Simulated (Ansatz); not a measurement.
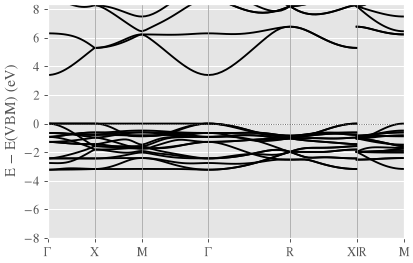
Figure: Band structure from r²SCAN in the plane-wave PAW code Ansatz

Read off the gap and where the band edges lie.

About 3.4 eV (3.40 eV by a search for the band edges); maximum at Γ, minimum at Γ.

Pick the material that matches.
A) KTaO3, cubic perovskite
B) MgO, Pm-3n (Mg on 6c, O on 6d)
C) SiC, Pm-3n (Si on 6c, C on 6d)
D) SrTiO3, cubic perovskite

B, MgO, Pm-3n (Mg on 6c, O on 6d)

The first step of the workflow began from a Materials Project structure, measured or hypothetical; the Crystallography Open Database copy checked does not list it. It is not the phase usual at ambient conditions (space group No. 225). The r²SCAN relaxation kept the symmetry of its start; of distortions, only those at the zone centre were tested.

Potentials: the later of the program's two PAW sets.
